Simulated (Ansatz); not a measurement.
# FHOSi (SMILES O[Si]F): what the fields show

```
atom    x (Å)    y (Å)    z (Å)
   F  -0.7537   1.2835  -1.9635
   O  -2.4061   0.1522  -0.4050
  Si  -1.6445   1.6022  -0.6192
   H  -2.2554  -0.5887  -1.0049
```

Geometry: B3LYP-D3(BJ)/6-311G**.

Theory: Ansatz 0.2.0, isolated molecule in a Gaussian basis; Kohn-Sham density functional theory, functional PBE0.

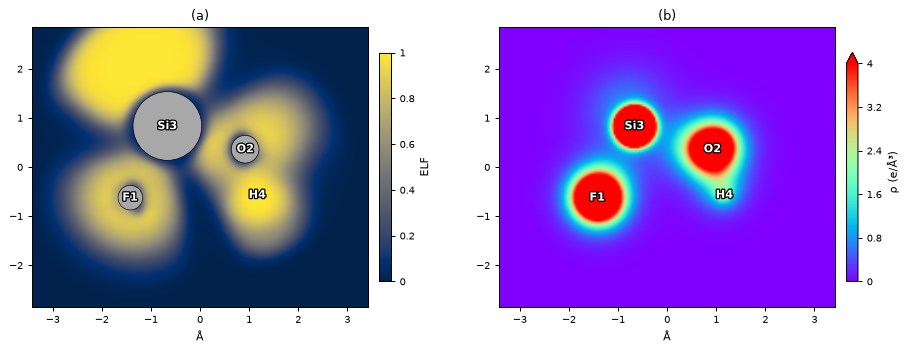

Figure 1. (a) electron localisation function; (b) electron density on the molecular plane. Grey discs cover the atomic cores in the ELF map.

Read the bonding off the picture.

Atoms in the plane: F, O, Si and H.
Si–F (1.64 Å): ρ at the midpoint is about 1.1 e/Å³; the ELF peaks at about 0.85 in the valence shell of F, 0.6 Å from its nucleus, and is about 0.55 at the midpoint.
Si–O (1.65 Å): ρ at the midpoint is about 1.1 e/Å³; the ELF peaks at about 0.90 between the atoms (a polar covalent bond).
O–H (0.97 Å): ρ is about 3.7 e/Å³ halfway; the ELF climbs to about 1 towards the hydrogen, as it does in any bond to H: an ordinary covalent bond to hydrogen.
The ELF also peaks beside F1, O2 and Si3, away from the bonds: lone-pair regions.

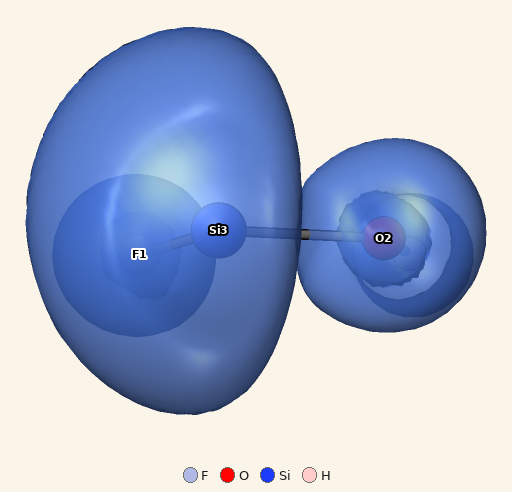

Figure 2. Isosurface of the ELF at 0.75 (blue), seen from one side. Only the valence region is drawn (cores and ρ < 0.01 e/Å³ removed).

What do the ELF domains correspond to?

The surface consists of one lobe on Si, pointing away from the bonds (lone pairs), one region wrapped around F (its lone pairs, merged into a ring or cap) and one joined region spread over several atoms (H, O), in which their bonds and any lone pairs are merged.

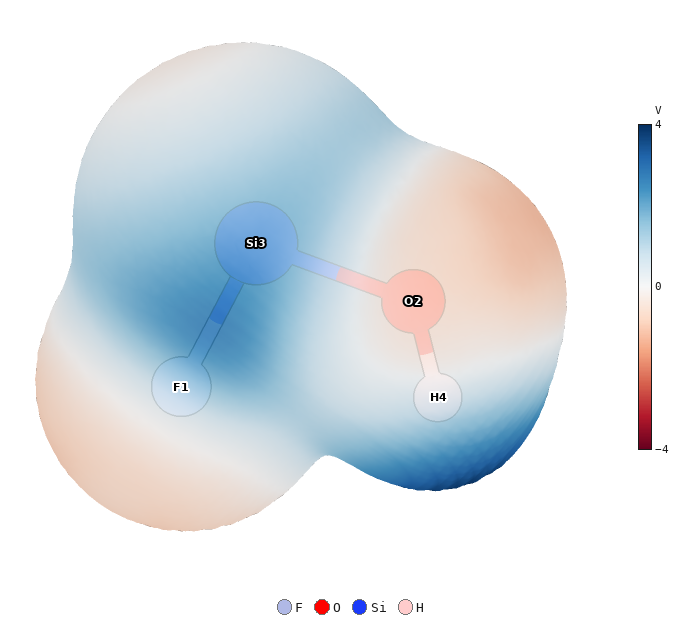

Figure 3. The electrostatic potential painted on the density surface at 0.004 e/bohr³, seen at a tilt; red is negative and blue positive.

Where is the surface potential most negative and most positive?

The most negative region (about −1.1 V) lies over O2, the most positive (about +3.9 V) over H4. O2 is the likeliest acceptor of a hydrogen bond.

What dipole moment does the calculation give?

Its dipole moment is 0.81 D.
